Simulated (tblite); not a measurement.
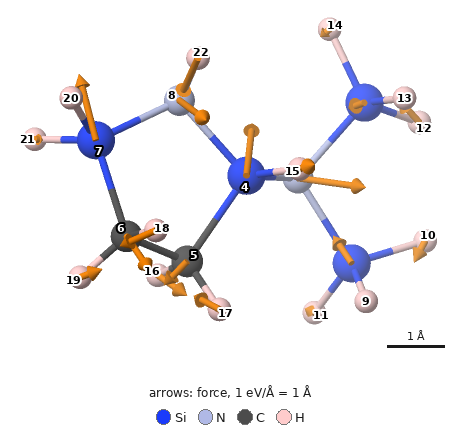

Starting geometry of C₂H₁₄N₂Si₄ with the computed forces as orange arrows. The picture is a ball-and-stick view, seen at a tilt.

Theory: tblite, GFN2-xTB geometry optimisation, gas phase. 

**Is this structure relaxed? If not, where do the atoms go?**

It isn't relaxed: the largest force vector, on a Si atom, is 1.65 eV/Å. The final displacements have little in common with the starting forces (cosine between the two patterns 0.28). The largest move after the best rigid fit is that of an H atom, 1.09 Å. By element the largest moves are H 1.09 Å, N 0.76 Å, Si 0.57 Å, C 0.31 Å. Among the contacts that change: N–Si 1.797 → 1.740 Å, N–Si 1.777 → 1.730 Å, C–Si 1.856 → 1.899 Å, H–N 1.044 → 1.004 Å. Among the angles between lasting bonds that change: Si–N–Si 106.1° → 121.7°, Si–N–H 108.0° → 121.4°, Si–N–Si 105.7° → 117.3°. Over 162 geometry steps the energy falls by 1.030 eV.
